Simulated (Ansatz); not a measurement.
```xyz
5

Si    0.0000    0.0001    0.0000
H     0.2067    0.2080   -1.4553
H    -0.5227   -1.3694    0.2351
H    -0.9763    0.9962    0.5084
H     1.2923    0.1651    0.7118
```

The product side of a reaction path; geometry: PBE0-D4/def2-TZVP.

The calculation used Ansatz, RKS PBE0-D4/def2-TZVPP.

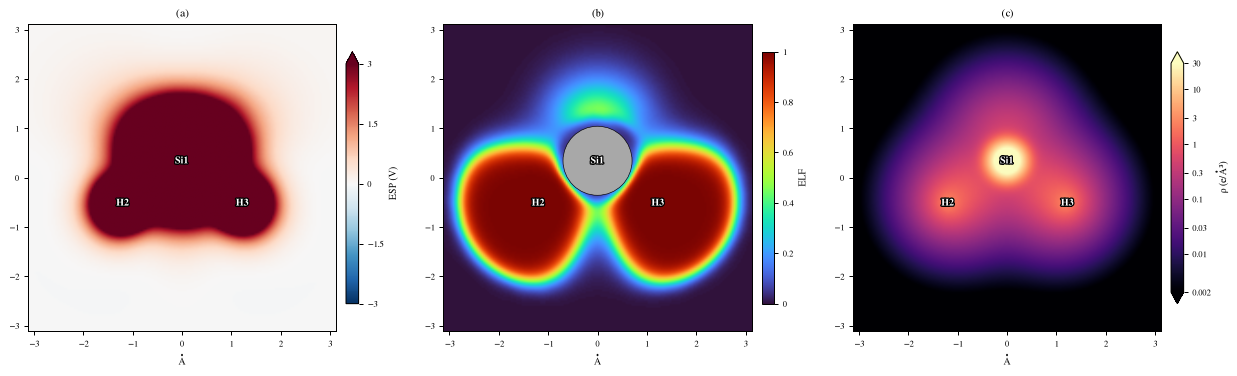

SiH4. (a) electrostatic potential; (b) electron localisation function; (c) total electron density on the plane of atoms H2, Si1 and H3. Grey discs cover the atomic cores in the ELF map.

### What do the fields say about this system?

- Atoms in the plane: Si and H.
- Si–H (1.48 Å): ρ is about 0.8 e/Å³ halfway; the ELF climbs to about 1 towards the hydrogen, as it does in any bond to H.
- The potential has no marked negative region in this plane.
